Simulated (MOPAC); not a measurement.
**Run report: C₂H₆O₃S, frequency calculation (part 2 of 3)**

C₂H₆O₃S (dimethyl sulfite), SMILES COS(=O)OC; PM6, closed shell (MOPAC 23.2.5). The geometry was optimised with PM6.

Geometry of the input (Å):
```
C  -1.1458  -1.3171  0.7012
O  -0.3004  -1.2978  -0.4492
S  1.3029  -0.7774  -0.1405
O  1.8413  -0.6087  -1.4784
O  0.9212  0.7166  0.5161
C  0.3663  1.7245  -0.3376
H  -2.1429  -1.5175  0.2813
H  -1.1433  -0.3490  1.2178
H  -0.8533  -2.1292  1.3751
H  1.0484  1.9301  -1.1723
H  -0.6152  1.4060  -0.7070
H  0.2773  2.6022  0.3144
```

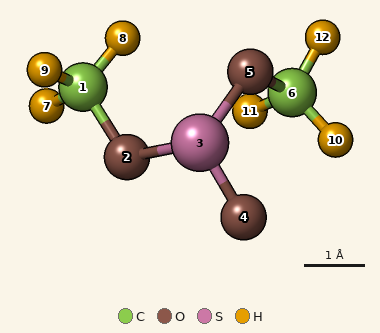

Figure 1. The structure as given in the input (ball-and-stick view, seen at a tilt; atoms are numbered from 1 in the order of the input).

**Output, continued**
```
           1    0.0482    0.1571    0.0006    0.0025    0.0021   -0.0002    0.0075   -0.0383
           2   -0.0128   -0.0161    0.0019   -0.0197   -0.0008   -0.0187    0.0011   -0.0026
           3    0.0040   -0.0003    0.0027   -0.0120   -0.0161    0.0128    0.0003    0.0008
           4   -0.0386   -0.1309   -0.0008   -0.0018   -0.0023   -0.0010    0.0037   -0.0166
           5    0.0095    0.0015    0.0005   -0.0036    0.0000   -0.0040    0.0010   -0.0042
           6   -0.0004    0.0008    0.0006   -0.0023   -0.0023    0.0023    0.0004    0.0002
           7    0.0049   -0.0279   -0.0004   -0.0015    0.0006    0.0008    0.0021   -0.0003
           8   -0.0042    0.0072   -0.0003    0.0011   -0.0005    0.0002   -0.0016    0.0017
           9   -0.0050    0.0083    0.0001    0.0004   -0.0003    0.0001    0.0005   -0.0001
          10   -0.0101    0.0629    0.0006    0.0020   -0.0006   -0.0009   -0.0019    0.0008
          11    0.0040   -0.0088   -0.0001   -0.0007    0.0004    0.0002    0.0003   -0.0003
          12    0.0044   -0.0112   -0.0000   -0.0009    0.0006    0.0005    0.0010   -0.0000
          13   -0.0367    0.0125   -0.0043    0.0014   -0.0015   -0.0008    0.0022    0.0009
          14    0.0494   -0.0193   -0.0022   -0.0022    0.0014    0.0015   -0.0045   -0.0010
          15    0.0808   -0.0345    0.0010   -0.0004   -0.0026   -0.0020   -0.0176   -0.0032
          16    0.0561   -0.0219   -0.0243    0.0054   -0.0127   -0.0077    0.0069    0.0017
          17   -0.0704    0.0279   -0.0186   -0.0108    0.0136    0.0099   -0.0131   -0.0027
          18   -0.0891    0.0338   -0.0001    0.0068   -0.0083   -0.0060   -0.0346   -0.0065
          19   -0.0499   -0.0899   -0.0116    0.1122    0.0177    0.0960   -0.0482    0.2251
          20    0.0137    0.0333    0.0083   -0.0538   -0.0343   -0.0034    0.0148   -0.0667
          21   -0.0102   -0.0187   -0.0284    0.1066    0.1912   -0.1920   -0.0005   -0.0151
          22    0.0763    0.1133   -0.0049   -0.0050    0.0713   -0.1131   -0.0484    0.2515
          23    0.0255    0.0093   -0.0321    0.2129    0.1278    0.0170   -0.0200    0.0683
          24    0.0052    0.0082   -0.0214    0.1624    0.0537    0.0790    0.0121   -0.0881
          25    0.0204    0.1132    0.0198   -0.1026   -0.0765    0.0286   -0.0473    0.2439
          26    0.0295    0.0354   -0.0029    0.1157   -0.0850    0.2516   -0.0108    0.0383
          27   -0.0141   -0.0096    0.0097   -0.0877   -0.0067   -0.0738   -0.0168    0.0938
          28    0.0163   -0.0050   -0.0522   -0.0204    0.0222    0.0175    0.0341    0.0063
          29   -0.0099    0.0056    0.0726    0.1417   -0.1878   -0.1317    0.1168    0.0275
          30   -0.1535    0.0682   -0.2184   -0.0418    0.0398    0.0363    0.2380    0.0468
          31   -0.0247    0.0034    0.1428   -0.1147    0.1868    0.1236   -0.0912   -0.0253
          32   -0.0252    0.0108   -0.0566    0.0270   -0.0483   -0.0309    0.0057    0.0031
          33   -0.1430    0.0547    0.2127    0.0110    0.0231    0.0062    0.2475    0.0509
          34   -0.0812    0.0226    0.2718    0.0581   -0.0448   -0.0418   -0.1004   -0.0201
          35    0.0921   -0.0396    0.2471   -0.0124    0.0609    0.0325    0.1408    0.0253
          36    0.1428   -0.0545   -0.0145   -0.0452    0.0686    0.0482    0.1678    0.0316

   Root No.      25        26        27        28        29        30

                25 A      26 A      27 A      28 A      29 A      30 A

                2664.7    2666.1    2673.7    2680.3    2751.6    2753.3

           1   -0.0046   -0.0003    0.0056    0.0001   -0.0167   -0.0029
           2    0.0270    0.0021   -0.0422   -0.0013   -0.0062   -0.0013
           3   -0.0415   -0.0014   -0.0290    0.0001    0.0012    0.0002
           4    0.0002   -0.0001   -0.0003   -0.0000   -0.0037   -0.0007
           5    0.0011    0.0000   -0.0018   -0.0001   -0.0004   -0.0002
           6   -0.0014   -0.0002   -0.0010   -0.0001    0.0000    0.0000
           7   -0.0001    0.0001    0.0001   -0.0000   -0.0001   -0.0001
           8   -0.0001    0.0001    0.0001    0.0000   -0.0001    0.0000
           9    0.0001    0.0000    0.0000   -0.0002    0.0001   -0.0001
          10   -0.0000   -0.0002    0.0000    0.0000    0.0001    0.0002
          11    0.0000   -0.0000   -0.0000   -0.0000    0.0000   -0.0000
          12   -0.0000    0.0002   -0.0000   -0.0001   -0.0000   -0.0000
          13   -0.0001   -0.0015   -0.0000    0.0009   -0.0002    0.0006
          14   -0.0001   -0.0010    0.0000   -0.0013    0.0003   -0.0011
          15   -0.0001   -0.0001   -0.0001    0.0011    0.0005   -0.0034
          16    0.0023   -0.0433   -0.0014    0.0244   -0.0002    0.0008
          17    0.0006   -0.0283    0.0002   -0.0370    0.0007   -0.0031
          18    0.0002    0.0013   -0.0002    0.0175    0.0030   -0.0173
          19   -0.0474   -0.0049    0.1173    0.0031    0.0790    0.0144
          20   -0.1535   -0.0155    0.3968    0.0109    0.3021    0.0551
          21   -0.0471   -0.0028    0.0469    0.0021    0.0467    0.0087
          22    0.1983    0.0101   -0.0242   -0.0034    0.0873    0.0151
          23   -0.2720   -0.0129    0.0150    0.0046   -0.1339   -0.0228
          24    0.3637    0.0191   -0.0670   -0.0064    0.1788    0.0307
          25   -0.0922   -0.0011   -0.1604   -0.0011    0.0942    0.0165
          26    0.0919    0.0020    0.1161    0.0002   -0.0862   -0.0151
          27    0.1999    0.0016    0.3827    0.0025   -0.2401   -0.0420
          28   -0.0245    0.4507    0.0148   -0.1961    0.0444   -0.2480
          29   -0.0024    0.0326    0.0017   -0.0403    0.0045   -0.0254
          30    0.0044   -0.0795   -0.0027    0.0450   -0.0066    0.0370
          31   -0.0009    0.0795   -0.0008    0.0973   -0.0118    0.0662
          32   -0.0101    0.3671    0.0002    0.2968   -0.0450    0.2485
          33   -0.0003    0.0193   -0.0001    0.0251   -0.0013    0.0075
          34   -0.0030    0.0087    0.0038   -0.2050   -0.0280    0.1622
          35    0.0053   -0.0466   -0.0046    0.2044    0.0291   -0.1674
          36   -0.0065    0.0429    0.0060   -0.2866   -0.0379    0.2177

           MASS-WEIGHTED COORDINATE ANALYSIS (NORMAL COORDINATES)

   Root No.       1         2         3         4         5         6         7         8

                 1 A       2 A       3 A       4 A       5 A       6 A       7 A       8 A

                  59.4      82.2     103.3     120.1     177.5     205.8     294.7     360.1

           1   -0.0242   -0.0217   -0.0469    0.0402    0.0508    0.0047   -0.1582    0.3525
           2   -0.0093   -0.0652    0.0560   -0.0374   -0.2651   -0.3559   -0.0672    0.3370
           3   -0.1917    0.5240    0.1741   -0.0708    0.0862    0.0329    0.0346   -0.0373
           4   -0.0279   -0.0235   -0.0519    0.0419    0.0376   -0.0252   -0.1633    0.4128
           5    0.0430   -0.1065   -0.0423   -0.0385    0.0755    0.1558   -0.2174   -0.3441
           6    0.6023   -0.1742   -0.0676   -0.1147    0.3676   -0.0136    0.2969    0.1494
           7    0.0587   -0.1866   -0.0315    0.0032   -0.0356   -0.0955   -0.0926   -0.3647
           8   -0.0295   -0.0830   -0.0707   -0.0141    0.1335    0.2380   -0.3364   -0.0595
           9    0.0094   -0.1018   -0.0422    0.0070   -0.2014    0.0501    0.0454   -0.0103
          10   -0.0357   -0.0935   -0.0188    0.0247   -0.0242   -0.2188    0.0292   -0.2907
          11   -0.0631    0.0547   -0.0561   -0.0118   -0.3548   -0.3170    0.5031   -0.1774
          12   -0.3938   -0.0362    0.0028    0.1369    0.3852   -0.3869   -0.2206   -0.0294
          13   -0.2553   -0.0071   -0.0345    0.1017    0.2061    0.1690    0.5062    0.0173
          14   -0.2161   -0.0288   -0.0510    0.1262    0.1053    0.4273    0.2615    0.2277
          15    0.0474   -0.1221   -0.0218    0.0344   -0.1855    0.0191   -0.0659   -0.0761
          16    0.2197    0.3616    0.1784   -0.1877   -0.1892    0.1810   -0.0392    0.0050
          17    0.2468    0.2348    0.1615   -0.0094    0.2576   -0.1475    0.0031   -0.0142
          18   -0.0222   -0.1154   -0.0498    0.0048   -0.3283    0.2393   -0.0917    0.0158
          19    0.0264   -0.0323   -0.0384    0.0216    0.0907    0.1113   -0.0673   -0.0700
          20   -0.0236   -0.0257   -0.0033   -0.0929   -0.0852   -0.1347   -0.0099    0.1474
          21    0.0330    0.2369    0.2215    0.5100   -0.0470    0.0318   -0.0204   -0.0442
          22    0.1032   -0.1029   -0.0258    0.0399    0.0026   -0.0634    0.0028    0.2057
          23   -0.1011   -0.0594   -0.1008   -0.4197   -0.0561   -0.1594    0.0060    0.1714
          24   -0.1833    0.1691   -0.0310   -0.3378    0.0483    0.0018    0.0061   -0.0127
          25   -0.1457    0.1167    0.0238   -0.0263   -0.0424   -0.0293   -0.0767    0.1166
          26    0.1115    0.0295    0.1716    0.4793   -0.1604   -0.1257   -0.0277    0.1342
          27   -0.1495    0.1830    0.0108   -0.2061    0.0321    0.0052    0.0012   -0.0157
          28    0.0821    0.1477   -0.0243   -0.0423   -0.0699    0.0542   -0.0269    0.0036
          29    0.0713   -0.0922    0.5309   -0.1326    0.0816   -0.0477   -0.0137   -0.0146
          30    0.1096    0.1342   -0.1691   -0.0102   -0.1789    0.0674   -0.1387    0.0058
          31    0.0540   -0.0644    0.5310   -0.1821   -0.0609    0.0731   -0.0281    0.0039
          32    0.0791    0.1189   -0.0882    0.0325    0.0782   -0.0534    0.0046   -0.0062
          33   -0.1385   -0.1752    0.0978   -0.0039   -0.1192    0.1972    0.0418    0.0517
          34    0.1449    0.3085   -0.3234    0.0099   -0.1160    0.0499   -0.0824    0.0077
          35    0.1506    0.2323   -0.2671    0.0722    0.1080   -0.1434   -0.0206   -0.0405
          36   -0.0062   -0.0592    0.0242    0.0113   -0.0237   -0.0063    0.0098   -0.0281

   Root No.       9        10        11        12        13        14        15        16

                 9 A      10 A      11 A      12 A      13 A      14 A      15 A      16 A

                 436.2     624.4     680.7    1075.9    1079.6    1082.4    1086.4    1098.0

           1    0.0788   -0.0742    0.1574    0.0280   -0.0791   -0.0291   -0.2055    0.1322
           2    0.0389   -0.0353    0.1021   -0.0967   -0.1337   -0.0232    0.0079    0.3818
           3   -0.0181   -0.0141   -0.0073   -0.2779   -0.2665   -0.0364   -0.0465   -0.1664
           4    0.0739   -0.0760    0.1102   -0.0211    0.0773    0.0290    0.2017   -0.1610
           5    0.1519   -0.3723    0.5823    0.0678    0.0878    0.0034    0.0050   -0.2758
           6   -0.1844    0.0125    0.0149    0.1235    0.1201    0.0188    0.0245    0.0798
           7   -0.1288   -0.0564   -0.2905    0.1443   -0.0540   -0.0220   -0.4963    0.0019
           8    0.1722    0.4409   -0.4054   -0.0419    0.0027   -0.0050    0.0915    0.0487
           9    0.5304   -0.4362   -0.3558   -0.0155    0.0204    0.0210    0.0767    0.0129
          10   -0.2384   -0.0585   -0.0737   -0.2201    0.0813    0.0636    0.6976    0.0161
          11   -0.0637    0.0119    0.0498    0.0426   -0.0147   -0.0183   -0.1381   -0.0053
          12   -0.2631   -0.0175    0.0327    0.0353   -0.0154   -0.0045   -0.1164   -0.0042
          13    0.3585    0.3067    0.1984   -0.0740    0.0949   -0.0994   -0.0653   -0.0178
          14   -0.4183   -0.2959   -0.1574   -0.1066    0.1042    0.0218    0.0090    0.0466
          15    0.0155    0.4167    0.2553    0.0435   -0.0009   -0.3970    0.1423    0.0250
          16   -0.0634    0.0215   -0.0004    0.1717   -0.2031    0.1931    0.1101    0.0124
          17    0.0184    0.0220    0.0141    0.2156   -0.2090   -0.0703    0.0272   -0.0598
          18   -0.2734    0.2029    0.1936   -0.0660    0.0096    0.4455   -0.1628   -0.0358
          19    0.0450   -0.1415    0.2125   -0.1973   -0.2695   -0.0507   -0.0248    0.5608
          20    0.0039    0.0226   -0.0163    0.0033    0.0135    0.0036   -0.0037   -0.1018
          21    0.0041   -0.0073   -0.0007    0.1747    0.1656    0.0216    0.0273    0.1229
          22   -0.0037    0.0178   -0.0394   -0.2494   -0.2179   -0.0279   -0.0875   -0.4953
          23   -0.0048    0.0238   -0.0222    0.0656    0.0807    0.0106    0.0041   -0.1880
          24   -0.0052    0.0040    0.0027    0.1426    0.1335    0.0162    0.0164    0.0468
          25    0.0328   -0.0016    0.0177    0.4480    0.4461    0.0651    0.0285    0.0661
          26    0.0060    0.0194   -0.0229    0.0607    0.0751    0.0107   -0.0000   -0.2173
          27   -0.0003   -0.0058    0.0069    0.1030    0.1054    0.0171    0.0200    0.0870
          28   -0.0366   -0.0016   -0.0029    0.0179   -0.0140   -0.0374    0.0191   -0.0002
          29    0.0151    0.0104    0.0116   -0.2285    0.2458   -0.0147   -0.1149    0.0316
          30   -0.1693    0.0053    0.0252   -0.2524    0.3118   -0.3610   -0.1170    0.0028
          31   -0.0313   -0.0100   -0.0019   -0.1830    0.1992   -0.1168   -0.0651    0.0110
          32    0.0146    0.0106    0.0056    0.0782   -0.0841    0.0398    0.0195   -0.0103
          33   -0.1614    0.0085    0.0213    0.3862   -0.3691   -0.2002    0.1471   -0.0667
          34   -0.1058   -0.0501   -0.0254   -0.0838    0.1250   -0.2465   -0.0649   -0.0039
          35    0.1113    0.0875    0.0381   -0.1684    0.1306    0.2731   -0.0476    0.0334
          36    0.0678    0.1639    0.1012   -0.0851    0.0109    0.5007   -0.0044    0.0318

   Root No.      17        18        19        20        21        22        23        24

                17 A      18 A      19 A      20 A      21 A      22 A      23 A      24 A

                1121.5    1147.2    1243.2    1247.4    1249.7    1250.7    1334.3    1339.6

           1    0.2340    0.6183    0.0042    0.0204    0.0174   -0.0012    0.0540   -0.2746
           2   -0.0620   -0.0635    0.0125   -0.1599   -0.0063   -0.1504    0.0076   -0.0189
           3    0.0195   -0.0010    0.0175   -0.0972   -0.1347    0.1031    0.0023    0.0059
           4   -0.2163   -0.5946   -0.0057   -0.0170   -0.0219   -0.0093    0.0305   -0.1371
           5    0.0533    0.0069    0.0036   -0.0333    0.0001   -0.0370    0.0080   -0.0344
           6   -0.0022    0.0037    0.0047   -0.0211   -0.0223    0.0209    0.0033    0.0016
           7    0.0386   -0.1795   -0.0043   -0.0194    0.0081    0.0103    0.0248   -0.0031
           8   -0.0335    0.0461   -0.0028    0.0150   -0.0069    0.0030   -0.0193    0.0200
           9   -0.0399    0.0533    0.0012    0.0052   -0.0046    0.0016    0.0064   -0.0014
          10   -0.0565    0.2857    0.0043    0.0184   -0.0059   -0.0081   -0.0161    0.0065
          11    0.0225   -0.0402   -0.0008   -0.0069    0.0040    0.0018    0.0024   -0.0021
          12    0.0249   -0.0507   -0.0003   -0.0081    0.0058    0.0042    0.0083   -0.0004
          13   -0.2055    0.0568   -0.0328    0.0128   -0.0147   -0.0072    0.0181    0.0071
          14    0.2768   -0.0877   -0.0170   -0.0207    0.0136    0.0135   -0.0374   -0.0087
          15    0.4525   -0.1567    0.0080   -0.0037   -0.0253   -0.0190   -0.1458   -0.0268
          16    0.2724   -0.0862   -0.1600    0.0442   -0.1061   -0.0619    0.0498    0.0125
          17   -0.3415    0.1097   -0.1223   -0.0875    0.1144    0.0794   -0.0941   -0.0192
          18   -0.4323    0.1332   -0.0004    0.0551   -0.0697   -0.0479   -0.2488   -0.0462
          19   -0.0701   -0.1025   -0.0222    0.2635    0.0431    0.2235   -0.1004    0.4671
          20    0.0193    0.0380    0.0159   -0.1263   -0.0833   -0.0079    0.0308   -0.1383
          21   -0.0143   -0.0213   -0.0541    0.2504    0.4644   -0.4473   -0.0011   -0.0313
          22    0.1072    0.1292   -0.0094   -0.0117    0.1731   -0.2636   -0.1008    0.5219
          23    0.0358    0.0106   -0.0613    0.5000    0.3104    0.0396   -0.0417    0.1417
          24    0.0073    0.0093   -0.0409    0.3813    0.1304    0.1839    0.0252   -0.1829
          25    0.0287    0.1291    0.0379   -0.2408   -0.1859    0.0666   -0.0986    0.5062
          26    0.0414    0.0403   -0.0055    0.2716   -0.2065    0.5862   -0.0225    0.0795
          27   -0.0198   -0.0110    0.0185   -0.2058   -0.0162   -0.1719   -0.0351    0.1947
          28    0.0229   -0.0057   -0.0997   -0.0480    0.0540    0.0409    0.0710    0.0132
          29   -0.0139    0.0063    0.1387    0.3329   -0.4563   -0.3068    0.2432    0.0570
          30   -0.2159    0.0777   -0.4170   -0.0982    0.0968    0.0846    0.4956    0.0971
          31   -0.0347    0.0038    0.2727   -0.2692    0.4539    0.2878   -0.1899   -0.0526
          32   -0.0354    0.0123   -0.1080    0.0634   -0.1172   -0.0719    0.0119    0.0064
          33   -0.2011    0.0623    0.4060    0.0258    0.0561    0.0145    0.5154    0.1056
          34   -0.1141    0.0257    0.5188    0.1364   -0.1087   -0.0974   -0.2091   -0.0418
          35    0.1295   -0.0452    0.4717   -0.0291    0.1479    0.0758    0.2932    0.0526
          36    0.2008   -0.0621   -0.0277   -0.1061    0.1666    0.1122    0.3495    0.0655

   Root No.      25        26        27        28        29        30

                25 A      26 A      27 A      28 A      29 A      30 A

                2664.7    2666.1    2673.7    2680.3    2751.6    2753.3

           1   -0.0263   -0.0016    0.0304    0.0006   -0.1173   -0.0203
           2    0.1550    0.0117   -0.2315   -0.0075   -0.0432   -0.0092
           3   -0.2385   -0.0079   -0.1592    0.0009    0.0086    0.0016
           4    0.0010   -0.0005   -0.0016   -0.0002   -0.0297   -0.0060
           5    0.0075    0.0000   -0.0114   -0.0006   -0.0033   -0.0018
           6   -0.0093   -0.0011   -0.0065   -0.0005    0.0003    0.0000
           7   -0.0008    0.0012    0.0013   -0.0004   -0.0014   -0.0006
           8   -0.0014    0.0005    0.0011    0.0004   -0.0012    0.0005
           9    0.0008    0.0004    0.0002   -0.0020    0.0008   -0.0006
          10   -0.0002   -0.0010    0.0002    0.0001    0.0009    0.0014
          11    0.0001   -0.0002   -0.0001   -0.0001    0.0002   -0.0003
          12   -0.0002    0.0012   -0.0001   -0.0006   -0.0002   -0.0004
          13   -0.0009   -0.0097   -0.0001    0.0062   -0.0013    0.0050
          14   -0.0004   -0.0063    0.0001   -0.0088    0.0020   -0.0092
          15   -0.0006   -0.0003   -0.0004    0.0074    0.0037   -0.0275
          16    0.0132   -0.2396   -0.0079    0.1460   -0.0016    0.0053
          17    0.0033   -0.1567    0.0012   -0.2212    0.0047   -0.0216
          18    0.0009    0.0072   -0.0013    0.1047    0.0212   -0.1210
          19   -0.0789   -0.0078    0.1863    0.0053    0.1604    0.0292
          20   -0.2555   -0.0248    0.6301    0.0188    0.6134    0.1118
          21   -0.0784   -0.0045    0.0745    0.0036    0.0947    0.0176
          22    0.3301    0.0161   -0.0385   -0.0060    0.1772    0.0306
          23   -0.4528   -0.0207    0.0239    0.0079   -0.2718   -0.0463
          24    0.6054    0.0305   -0.1065   -0.0111    0.3631    0.0622
          25   -0.1534   -0.0018   -0.2548   -0.0018    0.1913    0.0335
          26    0.1529    0.0032    0.1843    0.0004   -0.1750   -0.0307
          27    0.3328    0.0025    0.6079    0.0044   -0.4875   -0.0853
          28   -0.0408    0.7226    0.0235   -0.3396    0.0903   -0.5034
          29   -0.0040    0.0522    0.0027   -0.0698    0.0092   -0.0515
          30    0.0074   -0.1275   -0.0043    0.0779   -0.0134    0.0750
          31   -0.0015    0.1275   -0.0013    0.1685   -0.0240    0.1345
          32   -0.0168    0.5886    0.0003    0.5138   -0.0913    0.5044
          33   -0.0004    0.0310   -0.0001    0.0435   -0.0026    0.0153
          34   -0.0051    0.0139    0.0060   -0.3549   -0.0570    0.3292
          35    0.0088   -0.0747   -0.0072    0.3539    0.0591   -0.3398
          36   -0.0109    0.0688    0.0095   -0.4962   -0.0769    0.4419

          DESCRIPTION OF VIBRATIONS
```
